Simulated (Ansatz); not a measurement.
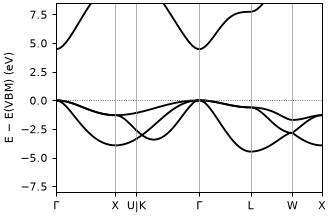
Fig. 1. Band structure from DFT-PBE in the program Ansatz with PAW potentials

Read off the gap and where the band edges lie.

About 4.5 eV (4.46 eV by a search for the band edges); maximum at Γ, minimum at Γ.

Which of these materials gives this?
A. TlBr, zinc blende
B. MgO, rock salt
C. CdF2, fluorite
D. AlN, zinc blende

B, MgO, rock salt

Space group Fm-3m (rock salt). Symmetry was held in the PBE relaxation.

Potentials: the later of the program's two PAW sets.
